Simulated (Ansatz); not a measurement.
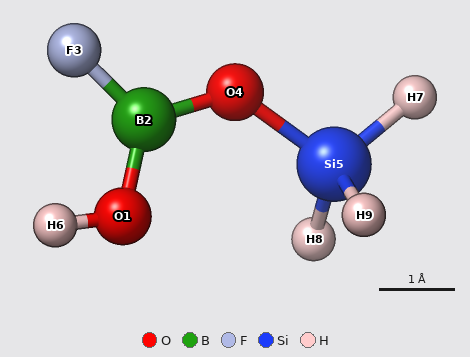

*The input geometry (ball-and-stick view, seen at a tilt; atoms are numbered from 1 in the order of the input).*

Bond lengths as drawn: B–F 1.34 Å, B–O 1.35 to 1.36 Å, H–O 0.96 Å, H–Si 1.48 to 1.49 Å and O–Si 1.67 Å.

## Nudged elastic band of BSiH4O2F

- system: BSiH4O2F
- method: RKS PBE0/6-31G* (Ansatz 0.2.0)

It belongs to a series of runs on one base structure; here: band between the two ends. Figures and captions count atoms from 1; the log counts them from 0 in places.

Input
```yaml
crystal:
  periodic: [false, false, false]
  atoms:
    - { symbol: O, position_ang: [-1.580626, 0.52515, 0.37062] }
    - { symbol: B, position_ang: [-0.377785, 1.164208, 0.351103] }
    - { symbol: F, position_ang: [-0.300934, 2.459025, 0.668476] }
    - { symbol: O, position_ang: [0.752187, 0.504866, 0.009352] }
    - { symbol: Si, position_ang: [0.918387, -1.102761, -0.416205] }
    - { symbol: H, position_ang: [-2.299676, 1.112899, 0.630823] }
    - { symbol: H, position_ang: [2.36278, -1.313423, -0.684534] }
    - { symbol: H, position_ang: [0.132602, -1.407047, -1.641755] }
    - { symbol: H, position_ang: [0.481566, -1.989117, 0.695019] }
basis:
  gaussian: { orbitals: "6-31G*" }
hamiltonian:
  xc: pbe0
neb:
  order_check: false
  images: 7
  f_tol: 0.05
  max_iterations: 60
  final_atoms:
    - { symbol: O, position_ang: [-1.46381327, 0.93672411, 1.03644962] }
    - { symbol: B, position_ang: [-0.43087577, 1.37935954, 0.27215867] }
    - { symbol: F, position_ang: [-0.29333705, 2.69262857, 0.14728338] }
    - { symbol: O, position_ang: [0.46969324, 0.5845332, -0.37298681] }
    - { symbol: Si, position_ang: [0.76991058, -1.03635648, -0.51790956] }
    - { symbol: H, position_ang: [-1.51576586, -0.02463036, 1.08427668] }
    - { symbol: H, position_ang: [2.09248932, -1.35164703, 0.07610178] }
    - { symbol: H, position_ang: [0.74403934, -1.41545738, -1.95167719] }
    - { symbol: H, position_ang: [-0.28383953, -1.81135418, 0.20920244] }
  initial_path:
    images:
      - { positions_ang: [[-1.580626, 0.52515, 0.37062], [-0.377785, 1.164208, 0.351103], [-0.300934, 2.459025, 0.668476], [0.752187, 0.504866, 0.009352], [0.918387, -1.102761, -0.416205], [-2.299676, 1.112899, 0.630823], [2.36278, -1.313423, -0.684534], [0.132602, -1.407047, -1.641755], [0.481566, -1.989117, 0.695019]] }
      - { positions_ang: [[-1.64710653, 0.63980277, 0.47456925], [-0.4299836, 1.17588466, 0.3023239], [-0.15311425, 2.39792032, 0.66743138], [0.52497773, 0.49842734, -0.25657891], [0.83638563, -1.0648353, -0.44453486], [-1.91335857, 0.84947749, 0.72831834], [2.2269426, -1.12853273, -0.44974014], [0.35805706, -1.48619357, -1.65233895], [0.28570093, -1.928151, 0.61344899]] }
      - { positions_ang: [[-1.71358707, 0.75445554, 0.5785185], [-0.4821822, 1.18756133, 0.25354479], [-0.00529451, 2.33681565, 0.66638677], [0.29776847, 0.49198868, -0.52250981], [0.75438426, -1.02690959, -0.47286472], [-1.52704114, 0.58605599, 0.82581368], [2.0911052, -0.94364245, -0.21494627], [0.58351212, -1.56534013, -1.66292291], [0.08983586, -1.86718501, 0.53187897]] }
      - { positions_ang: [[-1.7800676, 0.8691083, 0.68246776], [-0.5343808, 1.19923799, 0.20476569], [0.14252524, 2.27571097, 0.66534215], [0.0705592, 0.48555003, -0.78844072], [0.67238289, -0.98898389, -0.50119458], [-1.1407237, 0.32263448, 0.92330901], [1.9552678, -0.75875218, 0.01984759], [0.80896717, -1.6444867, -1.67350686], [-0.10602921, -1.80621901, 0.45030896]] }
      - { positions_ang: [[-1.84654814, 0.98376107, 0.78641701], [-0.5865794, 1.21091466, 0.15598658], [0.29034498, 2.21460629, 0.66429754], [-0.15665006, 0.47911137, -1.05437162], [0.59038152, -0.95105818, -0.52952445], [-0.75440627, 0.05921298, 1.02080435], [1.81943041, -0.57386191, 0.25464146], [1.03442223, -1.72363327, -1.68409081], [-0.30189427, -1.74525302, 0.36873895]] }
      - { positions_ang: [[-1.75086442, 0.97200183, 0.84892516], [-0.54765349, 1.25302588, 0.1850296], [0.14442447, 2.33411186, 0.535044], [-6.424e-05, 0.50546683, -0.88402542], [0.63526379, -0.97238275, -0.52662072], [-0.94474617, 0.03825214, 1.03667243], [1.88769513, -0.76830819, 0.21000654], [0.96182651, -1.6465893, -1.75098741], [-0.29738059, -1.76177831, 0.32885482]] }
      - { positions_ang: [[-1.6551807, 0.96024259, 0.91143331], [-0.50872758, 1.2951371, 0.21407262], [-0.00149604, 2.45361743, 0.40579046], [0.15652159, 0.53182229, -0.71367922], [0.68014605, -0.99370733, -0.523717], [-1.13508606, 0.01729131, 1.05254052], [1.95595986, -0.96275447, 0.16537162], [0.88923079, -1.56954532, -1.817884], [-0.2928669, -1.7783036, 0.28897069]] }
      - { positions_ang: [[-1.55949698, 0.94848335, 0.97394147], [-0.46980168, 1.33724832, 0.24311565], [-0.14741655, 2.573123, 0.27653692], [0.31310741, 0.55817775, -0.54333301], [0.72502831, -1.0150319, -0.52081328], [-1.32542596, -0.00366953, 1.0684086], [2.02422459, -1.15720075, 0.1207367], [0.81663507, -1.49250135, -1.8847806], [-0.28835321, -1.79482889, 0.24908657]] }
      - { positions_ang: [[-1.46381327, 0.93672411, 1.03644962], [-0.43087577, 1.37935954, 0.27215867], [-0.29333705, 2.69262857, 0.14728338], [0.46969324, 0.5845332, -0.37298681], [0.76991058, -1.03635648, -0.51790956], [-1.51576586, -0.02463036, 1.08427668], [2.09248932, -1.35164703, 0.07610178], [0.74403934, -1.41545738, -1.95167719], [-0.28383953, -1.81135418, 0.20920244]] }
```

Machine: 2 threads of AMD EPYC (Zen 4), 16 GiB of memory available, shared host.

Command:
```bash
ansatz run input.yaml --threads 2 --pin off --max-ram 3072MiB --backend cpu --events-out ev --progress --plain --runs-dir out
```

Output
```
Engine: ansatz 0.2.0, x86_64-unknown-linux-gnu
Functional definition: PBE0
  parameter a = 0.25
  parameter kappa = 0.804
  parameter beta = 0.06672455060314922
  exchange = (1 - a)*pbe_x(kappa = kappa, mu = beta*pi^2/3) + a*exact_x
  correlation = pbe_c(beta = beta)
879 factors; integrals over basis functions are off by at most 7.0e-4 eV
mean field evaluation 1: about -15417.6528 eV, gradient 5.9e1 eV
mean field evaluation 2: about -15412.0820 eV, gradient 8.2e1 eV
mean field evaluation 4: about -15423.2877 eV, gradient 2.9e0 eV
mean field evaluation 8: about -15423.3248 eV, gradient 2.1e-1 eV
mean field -15423.32489336 eV, -566.7967355258 hartree, gradient 3.2e-5 eV, S^2 0.000000; 0 other end points of the search recorded, 0 dependent functions left out
the calculation of the forces begins
reference -15423.32491705 eV, -566.7967363965 hartree; 24, 24 occupied and 63, 63 virtual orbitals, 879 factors
879 factors; integrals over basis functions are off by at most 7.3e-4 eV
mean field evaluation 16: about -15417.4571 eV, gradient 6.0e1 eV
mean field -15423.20904014 eV, -566.7924779986 hartree, gradient 3.4e-5 eV, S^2 0.000000; 0 other end points of the search recorded, 0 dependent functions left out
[... from here on the field's lines of each further geometry are left out, up to the last ...]
NEB iter   1: max|band force component| = 4.094e2 eV/Å  barrier→ = 71.0462 eV  barrier← = 70.9303 eV  Δτ_max = 0.1948 Å  (230 SCF iters)
NEB iter   2: max|band force component| = 1.122e2 eV/Å  barrier→ = 20.5624 eV  barrier← = 20.4466 eV  Δτ_max = 0.2000 Å  (210 SCF iters)
NEB iter   3: max|band force component| = 7.053e1 eV/Å  barrier→ = 12.0422 eV  barrier← = 11.9264 eV  Δτ_max = 0.1991 Å  (212 SCF iters)
NEB iter   4: max|band force component| = 3.696e1 eV/Å  barrier→ = 5.1817 eV  barrier← = 5.0658 eV  Δτ_max = 0.2000 Å  (219 SCF iters)
NEB iter   5: max|band force component| = 1.849e1 eV/Å  barrier→ = 2.1654 eV  barrier← = 2.0496 eV  Δτ_max = 0.1966 Å  (215 SCF iters)
NEB iter   6: max|band force component| = 7.160e0 eV/Å  barrier→ = 0.8958 eV  barrier← = 0.7799 eV  Δτ_max = 0.2000 Å  (208 SCF iters)
NEB iter   7: max|band force component| = 1.046e1 eV/Å  barrier→ = 1.8013 eV  barrier← = 1.6855 eV  Δτ_max = 0.0997 Å  (201 SCF iters)
NEB iter   8: max|band force component| = 8.997e0 eV/Å  barrier→ = 1.4591 eV  barrier← = 1.3432 eV  Δτ_max = 0.1969 Å  (196 SCF iters)
NEB iter   9: max|band force component| = 2.803e0 eV/Å  barrier→ = 0.7318 eV  barrier← = 0.6159 eV  Δτ_max = 0.1983 Å  (200 SCF iters)
NEB iter  10: max|band force component| = 2.064e0 eV/Å  barrier→ = 0.4862 eV  barrier← = 0.3703 eV  Δτ_max = 0.1927 Å  (196 SCF iters)
NEB iter  11: max|band force component| = 1.631e0 eV/Å  barrier→ = 0.5306 eV  barrier← = 0.4148 eV  Δτ_max = 0.1983 Å  (194 SCF iters)
NEB iter  12: max|band force component| = 8.972e-1 eV/Å  barrier→ = 0.4048 eV  barrier← = 0.2889 eV  Δτ_max = 0.1978 Å  (194 SCF iters)
NEB iter  13: max|band force component| = 1.153e0 eV/Å  barrier→ = 0.5094 eV  barrier← = 0.3936 eV  Δτ_max = 0.0986 Å  (194 SCF iters)
NEB iter  14: max|band force component| = 6.408e-1 eV/Å  barrier→ = 0.4601 eV  barrier← = 0.3442 eV  Δτ_max = 0.0990 Å  (196 SCF iters)
NEB iter  15: max|band force component| = 5.321e-1 eV/Å  barrier→ = 0.4543 eV  barrier← = 0.3385 eV  Δτ_max = 0.0912 Å  (193 SCF iters)
NEB iter  16: max|band force component| = 3.441e-1 eV/Å  barrier→ = 0.4288 eV  barrier← = 0.3130 eV  CI = image 4  Δτ_max = 0.0390 Å  (184 SCF iters)
NEB iter  17: max|band force component| = 1.575e-1 eV/Å  barrier→ = 0.4246 eV  barrier← = 0.3088 eV  CI = image 4  Δτ_max = 0.0708 Å  (185 SCF iters)
NEB iter  18: max|band force component| = 1.721e-1 eV/Å  barrier→ = 0.4200 eV  barrier← = 0.3042 eV  CI = image 4  Δτ_max = 0.0356 Å  (186 SCF iters)
NEB iter  19: max|band force component| = 2.994e-1 eV/Å  barrier→ = 0.4158 eV  barrier← = 0.2999 eV  CI = image 4  Δτ_max = 0.0177 Å  (181 SCF iters)
NEB iter  20: max|band force component| = 1.074e-1 eV/Å  barrier→ = 0.4139 eV  barrier← = 0.2981 eV  CI = image 4  Δτ_max = 0.0178 Å  (188 SCF iters)
NEB iter  21: max|band force component| = 9.564e-2 eV/Å  barrier→ = 0.4124 eV  barrier← = 0.2966 eV  CI = image 4  Δτ_max = 0.0177 Å  (196 SCF iters)
NEB iter  22: max|band force component| = 8.333e-2 eV/Å  barrier→ = 0.4111 eV  barrier← = 0.2952 eV  CI = image 4  Δτ_max = 0.0177 Å  (197 SCF iters)
NEB iter  23: max|band force component| = 6.971e-2 eV/Å  barrier→ = 0.4099 eV  barrier← = 0.2941 eV  CI = image 4  Δτ_max = 0.0177 Å  (185 SCF iters)
NEB iter  24: max|band force component| = 5.642e-2 eV/Å  barrier→ = 0.4089 eV  barrier← = 0.2931 eV  CI = image 4  Δτ_max = 0.0177 Å  (171 SCF iters)
NEB iter  25: max|band force component| = 4.507e-2 eV/Å  barrier→ = 0.4081 eV  barrier← = 0.2923 eV  CI = image 4  Δτ_max = 0.0354 Å  (174 SCF iters)
NEB iter  26: max|band force component| = 7.072e-2 eV/Å  barrier→ = 0.4069 eV  barrier← = 0.2911 eV  CI = image 4  Δτ_max = 0.0709 Å  (29 SCF iters)
NEB iter  27: max|band force component| = 6.401e-2 eV/Å  barrier→ = 0.4065 eV  barrier← = 0.2906 eV  CI = image 4  Δτ_max = 0.0531 Å  (193 SCF iters)
NEB iter  28: max|band force component| = 6.254e-2 eV/Å  barrier→ = 0.4064 eV  barrier← = 0.2905 eV  CI = image 4  Δτ_max = 0.0183 Å  (195 SCF iters)
the calculation of the forces begins
reference -15423.20596464 eV, -566.7923649759 hartree; 24, 24 occupied and 63, 63 virtual orbitals, 879 factors
879 factors; integrals over basis functions are off by at most 7.2e-4 eV
mean field -15422.91856345 eV, -566.7818031771 hartree, gradient 9.7e-6 eV, S^2 0.000000; 1 other end points of the search recorded, 0 dependent functions left out
the calculation of the forces begins
reference -15422.91858691 eV, -566.7818040391 hartree; 24, 24 occupied and 63, 63 virtual orbitals, 879 factors
NEB iter  29: max|band force component| = 4.908e-2 eV/Å  barrier→ = 0.4063 eV  barrier← = 0.2905 eV  CI = image 4  Δτ_max = 0.0000 Å  (342 SCF iters)
```

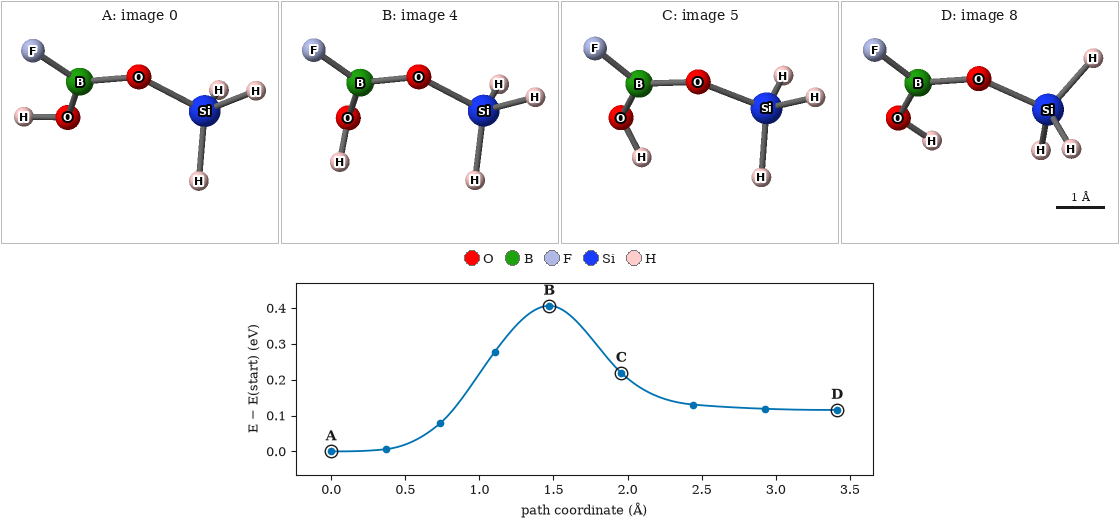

*Images of the last band (counted from 0; ball-and-stick, seen at a tilt) above the energy along the path; the line is a cubic interpolation that uses the forces.*

The highest image is number 4, 0.406 eV above the start and 0.290 eV above the end (the climbing image); the end lies 0.116 eV above the start. The path is 3.41 Å long. The band converged in 29 iterations.

```
Total energy: -15422.91858691 eV, -566.7818040391 hartree
Atom 0 at    -1.629360     0.649936     0.218179 Å, force    -0.003497    -0.001593    -0.005876 eV/Å
Atom 1 at    -0.407538     1.284102     0.211697 Å, force     0.003813     0.005757     0.004750 eV/Å
Atom 2 at    -0.346801     2.598131     0.395655 Å, force     0.001142    -0.000335    -0.002333 eV/Å
Atom 3 at     0.754054     0.630882    -0.044806 Å, force    -0.007428    -0.008798    -0.002338 eV/Å
Atom 4 at     0.864172    -1.003702    -0.391430 Å, force    -0.005535    -0.000833     0.017732 eV/Å
Atom 5 at    -1.906141     0.246547     1.045914 Å, force     0.003060     0.001624     0.003143 eV/Å
Atom 6 at     2.311610    -1.317405    -0.472112 Å, force    -0.001049     0.002889    -0.012323 eV/Å
Atom 7 at     0.197892    -1.323291    -1.680000 Å, force     0.011035     0.002486    -0.004440 eV/Å
Atom 8 at     0.250614    -1.811401     0.699801 Å, force    -0.001541    -0.001198     0.001685 eV/Å
Dipole moment:    -0.093961    -0.437023     0.243141 e Å
this run last wrote the band of iteration 29 to [file]; this run last wrote the band within `neb.f_tol` of iteration 25 to [file]
```

The last band as extended XYZ (Å, eV, eV/Å)
```
9
Properties=species:S:1:pos:R:3:forces:R:3 image=0 energy=-15423.32489
O    -1.5806    0.5252    0.3706    0.0059   0.0006   0.0058
B    -0.3778    1.1642    0.3511    0.0020   0.0002  -0.0181
F    -0.3009    2.4590    0.6685   -0.0091  -0.0023   0.0051
O     0.7522    0.5049    0.0094   -0.0001  -0.0097   0.0068
Si    0.9184   -1.1028   -0.4162   -0.0047   0.0163  -0.0015
H    -2.2997    1.1129    0.6308    0.0034   0.0045   0.0005
H     2.3628   -1.3134   -0.6845   -0.0048  -0.0037  -0.0002
H     0.1326   -1.4070   -1.6418    0.0050  -0.0027   0.0043
H     0.4816   -1.9891    0.6950    0.0024  -0.0032  -0.0026
9
Properties=species:S:1:pos:R:3:forces:R:3 image=1 energy=-15423.31875
O    -1.5260    0.4714    0.4660   -0.0082   0.0084   0.0179
B    -0.3680    1.1735    0.3154   -0.0044  -0.0030   0.0070
F    -0.3347    2.4820    0.5771    0.0006  -0.0034   0.0011
O     0.7595    0.5514   -0.0987   -0.0160  -0.0161   0.0060
Si    0.9015   -1.0807   -0.4410    0.0263  -0.0059   0.0068
H    -2.2489    1.0193    0.7926   -0.0127   0.0311  -0.0181
H     2.3534   -1.3583   -0.5689    0.0100   0.0102  -0.0190
H     0.2158   -1.4030   -1.7206   -0.0012  -0.0078   0.0051
H     0.3357   -1.9018    0.6611    0.0056  -0.0135  -0.0068
9
Properties=species:S:1:pos:R:3:forces:R:3 image=2 energy=-15423.24598
O    -1.4647    0.4342    0.3778    0.0465  -0.1228   0.1262
B    -0.3425    1.2035    0.2710    0.0185  -0.0360   0.0806
F    -0.3456    2.4997    0.5814   -0.0509  -0.0648   0.0426
O     0.8010    0.6160   -0.1531   -0.0225  -0.0150  -0.0618
Si    0.8652   -1.0370   -0.4446    0.0546  -0.0097  -0.0266
H    -2.1557    0.7795    0.9493   -0.1320   0.2771  -0.1072
H     2.3032   -1.3844   -0.5441    0.0365   0.0067  -0.0393
H     0.1759   -1.3496   -1.7234    0.0093  -0.0394  -0.0046
H     0.2516   -1.8081    0.6687    0.0401   0.0038  -0.0099
9
Properties=species:S:1:pos:R:3:forces:R:3 image=3 energy=-15423.04665
O    -1.5265    0.4977    0.2269    0.1617  -0.2756   0.0333
B    -0.3739    1.2433    0.2380    0.0241  -0.0659  -0.0243
F    -0.3691    2.5435    0.5187   -0.0801  -0.0835   0.1398
O     0.7932    0.6427   -0.0947    0.0488   0.0261  -0.1068
Si    0.8672   -1.0053   -0.4138    0.0106   0.0077   0.0029
H    -2.0584    0.4868    1.0255   -0.2313   0.3852   0.0020
H     2.3112   -1.3386   -0.4814    0.0158   0.0003  -0.0387
H     0.2063   -1.3102   -1.7084    0.0216  -0.0249  -0.0143
H     0.2386   -1.8061    0.6721    0.0287   0.0306   0.0062
9
Properties=species:S:1:pos:R:3:forces:R:3 image=4 energy=-15422.91856
O    -1.6294    0.6499    0.2182   -0.0035  -0.0016  -0.0059
B    -0.4075    1.2841    0.2117    0.0038   0.0058   0.0047
F    -0.3468    2.5981    0.3957    0.0011  -0.0003  -0.0023
O     0.7541    0.6309   -0.0448   -0.0074  -0.0088  -0.0023
Si    0.8642   -1.0037   -0.3914   -0.0055  -0.0008   0.0177
H    -1.9061    0.2465    1.0459    0.0031   0.0016   0.0031
H     2.3116   -1.3174   -0.4721   -0.0010   0.0029  -0.0123
H     0.1979   -1.3233   -1.6800    0.0110   0.0025  -0.0044
H     0.2506   -1.8114    0.6998   -0.0015  -0.0012   0.0017
9
Properties=species:S:1:pos:R:3:forces:R:3 image=5 energy=-15423.10587
O    -1.6927    0.8618    0.4067   -0.0595   0.2107   0.2202
B    -0.4233    1.3362    0.2496   -0.0206   0.0473   0.0402
F    -0.2819    2.6541    0.2987    0.0470   0.0629  -0.1361
O     0.6959    0.5924    0.0227   -0.0893  -0.0519   0.0375
Si    0.8570   -1.0137   -0.3770   -0.0094  -0.0061   0.0497
H    -1.7913    0.0043    0.8272    0.1386  -0.2443  -0.1969
H     2.3045   -1.3262   -0.4287   -0.0036   0.0120  -0.0041
H     0.2145   -1.3020   -1.6872    0.0178   0.0047   0.0003
H     0.2059   -1.8530    0.6710   -0.0208  -0.0354  -0.0108
9
Properties=species:S:1:pos:R:3:forces:R:3 image=6 energy=-15423.19415
O    -1.6392    0.9100    0.6937   -0.0126   0.0080   0.0295
B    -0.4296    1.3691    0.2757    0.0272   0.0111  -0.0037
F    -0.2684    2.6853    0.2427   -0.0077  -0.0001  -0.0061
O     0.6233    0.5928   -0.1098   -0.0264  -0.0147  -0.0051
Si    0.8298   -1.0239   -0.4102    0.0114   0.0077  -0.0035
H    -1.6916   -0.0491    0.7678    0.0144  -0.0074  -0.0069
H     2.2676   -1.3481   -0.2614   -0.0011   0.0010   0.0131
H     0.3649   -1.3556   -1.7825    0.0068  -0.0081  -0.0065
H     0.0318   -1.8265    0.5668   -0.0120   0.0025  -0.0108
9
Properties=species:S:1:pos:R:3:forces:R:3 image=7 energy=-15423.20594
O    -1.5625    0.9215    0.8730    0.0025   0.0002   0.0041
B    -0.4305    1.3767    0.2738   -0.0029   0.0024   0.0063
F    -0.2777    2.6920    0.1976   -0.0020  -0.0003  -0.0050
O     0.5541    0.5928   -0.2504    0.0036  -0.0037  -0.0067
Si    0.8031   -1.0294   -0.4664   -0.0035  -0.0061  -0.0028
H    -1.6082   -0.0400    0.9238    0.0023  -0.0011   0.0057
H     2.1979   -1.3589   -0.0876   -0.0015   0.0031   0.0059
H     0.5509   -1.3977   -1.8825    0.0075   0.0019  -0.0053
H    -0.1386   -1.8033    0.4016   -0.0059   0.0037  -0.0023
9
Properties=species:S:1:pos:R:3:forces:R:3 image=8 energy=-15423.20904
O    -1.4638    0.9367    1.0365    0.0036  -0.0044  -0.0041
B    -0.4309    1.3794    0.2722    0.0102  -0.0068  -0.0075
F    -0.2933    2.6926    0.1473   -0.0037   0.0039   0.0008
O     0.4697    0.5845   -0.3730   -0.0017  -0.0003   0.0051
Si    0.7699   -1.0364   -0.5179   -0.0040   0.0095   0.0036
H    -1.5158   -0.0246    1.0843   -0.0021  -0.0033   0.0019
H     2.0925   -1.3516    0.0761    0.0018  -0.0022  -0.0002
H     0.7440   -1.4155   -1.9517   -0.0017   0.0001  -0.0014
H    -0.2838   -1.8114    0.2092   -0.0024   0.0035   0.0018
```

Results in brief

```tsv
quantity	value
outcome	converged
barrier, forward	0.406 eV
barrier, backward	0.290 eV
wall time	3.9 min (CPU time 7.4 min)
peak memory	0.21 GiB
```

Remarks

The order of the saddle point was not checked.
